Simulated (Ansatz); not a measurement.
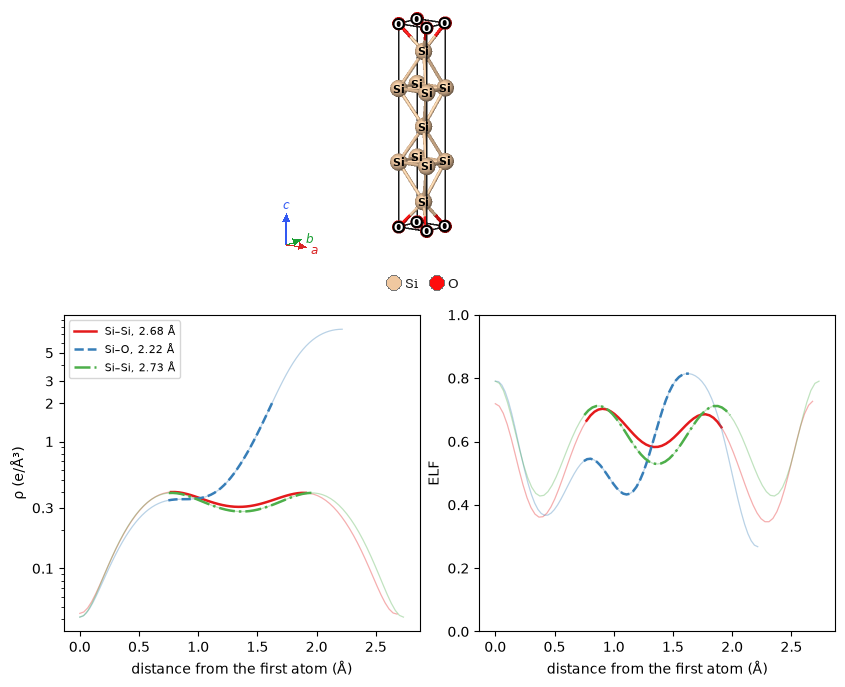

*Si5O. Valence charge density (pseudo) and ELF along straight lines between neighbouring atoms. Thin, pale parts lie inside the atomic spheres. The structure is drawn too.*

Space group P-6m2; a structure generated by program, which may or may not match a known phase.

Level of theory: DFT PBE, scalar-relativistic, plane waves, PAW (Ansatz 0.2.0).

In a PAW calculation such maps are meaningful between the atoms, not at the nuclei.

Input

```
crystal:
  lattice:
    - [2.781043476, 0.0, 0.0]
    - [-1.390521738, 2.4084542992, 0.0]
    - [0.0, 0.0, 11.6973227669]
  atoms:
    - { symbol: Si, position: [0.6666666667, 0.3333333333, 0.8673575129] }
    - { symbol: Si, position: [0.0, 0.0, 0.6767303185] }
    - { symbol: Si, position: [0.6666666667, 0.3333333333, 0.5] }
    - { symbol: Si, position: [0.0, 0.0, 0.3232696815] }
    - { symbol: Si, position: [0.6666666667, 0.3333333333, 0.1326424871] }
    - { symbol: O, position: [0.0, 0.0, 0.0] }
basis:
  ecutwfc: 420
kpoints:
  mp_grid: { grid: [18, 18, 4] }
hamiltonian:
  xc: pbe
scf:
  occupations: { method: gaussian, width: 0.1 }
output:
  forces: true
  stress: true
  eigenvalues: true
  write_density: true
  write_potential: true
  elf: true
  volumetric_format: npy
relax:
  adjacent_minimum: "off"
  f_tol: 0.01
  max_steps: 80
  cell: { stress_tol: 0.05 }
```

Launched as:

```sh
ansatz run input.yaml --threads 1 --pin off --max-ram 2560MiB --backend cpu --events-out ev --progress --plain --runs-dir out
```

Below, planes, directions and counts refer to the conventional cell (a = 2.73 Å, b = 2.73 Å, c = 11.96 Å, α = 90.00°, β = 90.00°, γ = 120.00°).

The fields are those of the run's last geometry, not of the input's.

Question: What can be read from the curves?

Answer: Si–Si (2.68 Å): ρ is about 0.31 e/Å³ halfway; the ELF peaks at about 0.70 between the atoms.
Si–O (2.22 Å): the density is about 0.38 e/Å³ at the midpoint; the ELF peaks at about 0.80 in the valence shell of O, 0.6 Å from its nucleus, and drops to about 0.45 between the two atoms.
Si–Si (2.73 Å): the density is about 0.28 e/Å³ at the midpoint; the ELF peaks at about 0.70 in the valence shell of Si, 0.9 Å from its nucleus, and is about 0.55 at the midpoint.
